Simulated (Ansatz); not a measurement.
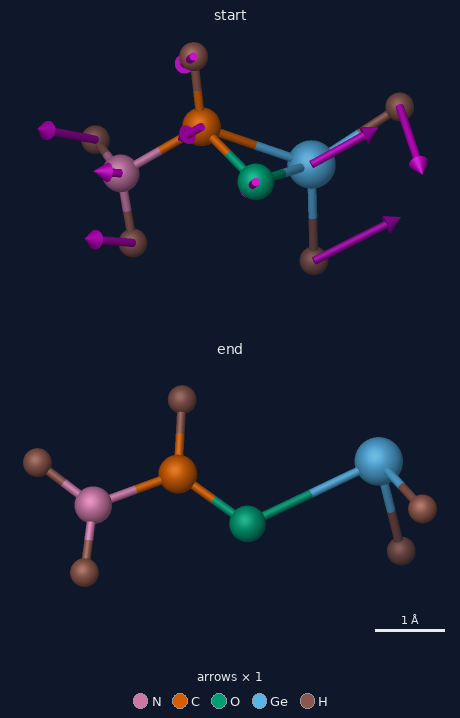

The structure of CH5GeNO (coarse preliminary run) before (top) and after (bottom) a relaxation, at one scale. The purple arrows give the displacements, at their true length.

A ball-and-stick model, seen at a tilt.

The start comes from a force field.

Level of theory: RKS PBE-D4/def2-SVP (Ansatz 0.2.0).

The input:
```yaml
crystal:
  periodic: [false, false, false]
  atoms:
    - {symbol: N, position_ang: [0.388000, 1.312200, -0.674900]}
    - {symbol: C, position_ang: [0.557500, -0.081600, -0.543100]}
    - {symbol: O, position_ang: [1.086500, -0.382000, 0.640800]}
    - {symbol: Ge, position_ang: [-0.563200, -0.952600, 0.675800]}
    - {symbol: H, position_ang: [-0.431300, 1.473300, -1.396700]}
    - {symbol: H, position_ang: [0.006500, 1.782700, 0.215600]}
    - {symbol: H, position_ang: [1.038200, -0.625500, -1.391300]}
    - {symbol: H, position_ang: [-0.587400, -2.495600, 0.710600]}
    - {symbol: H, position_ang: [-1.406400, -0.077300, 1.746200]}
basis:
  gaussian: {orbitals: def2-SVP}
hamiltonian: {xc: pbe, dispersion: d4}
relax: {f_tol: 0.03, max_steps: 200}
```

Launched with:
```bash
ansatz run in.yaml --threads 4 --pin off --events-out ev --progress --plain --max-ram 10444MiB
```

What changed between the two?

Answer. The energy falls by 36.6 kcal/mol in 19 geometry steps. The largest force component goes from 4.4 to 0.01 eV/Å. The largest move after the best rigid fit is that of H9, 1.43 Å. By element the largest moves are H 1.43 Å, O 1.16 Å, Ge 1.12 Å, C 0.61 Å, N 0.46 Å. Among the contacts that change: N1–Ge4 2.803 → 4.266 Å, C2–Ge4 1.871 → 2.962 Å, O3–Ge4 1.746 → 2.172 Å, C2–O3 1.331 → 1.242 Å. Bonds break, among them: C2–Ge4 (1.87 → 2.96 Å). Among the angles between lasting bonds that change: C2–O3–Ge4 73.5° → 117.8°, H8–Ge4–H9 121.1° → 91.5°, O3–Ge4–H8 110.0° → 88.4°.
